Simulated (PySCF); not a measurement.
C3H9InS3, SMILES C[S][In]([S]C)[S]C at its GFN2-xTB optimised geometry (Å):

```
16

In    -0.0979    -0.9717     0.0000
S      2.3629    -0.9717     0.0000
C      2.6495    -2.7753     0.0285
H      2.5509    -3.1449     1.0458
H      3.6658    -2.9244    -0.3235
H      1.9496    -3.2835    -0.6322
S     -1.3314     1.1583     0.0000
C      0.0811     2.3032     0.1720
H      0.4196     2.3165     1.2048
H     -0.2919     3.2835    -0.1086
H      0.8919     2.0107    -0.4923
S     -1.3227    -3.0988    -0.1814
C     -3.0292    -2.4535    -0.0982
H     -3.2966    -2.2590     0.9372
H     -3.6658    -3.2330    -0.5056
H     -3.1241    -1.5476    -0.6940
```

Calculation: PBE0/def2-TZVP, def2 effective core potentials past Kr (PySCF). The core electrons that the potentials of In replace are not part of the density. Cells within 0.4 Å of a nucleus heavier than hydrogen are left out (blank, or x).

Map of the electrostatic potential (hartree/e), clipped to [-0.08, 0.12] on the plane z = 0.0 Å:

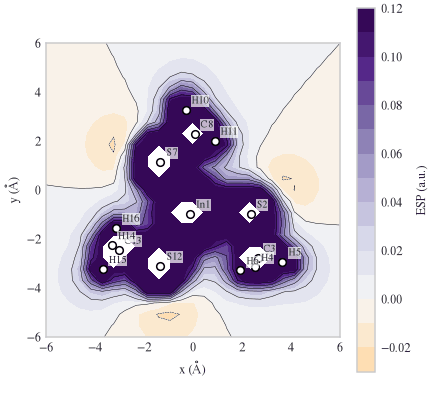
Figure. Electrostatic potential (hartree/e), clipped to [-0.08, 0.12] on the plane z = 0.0 Å.
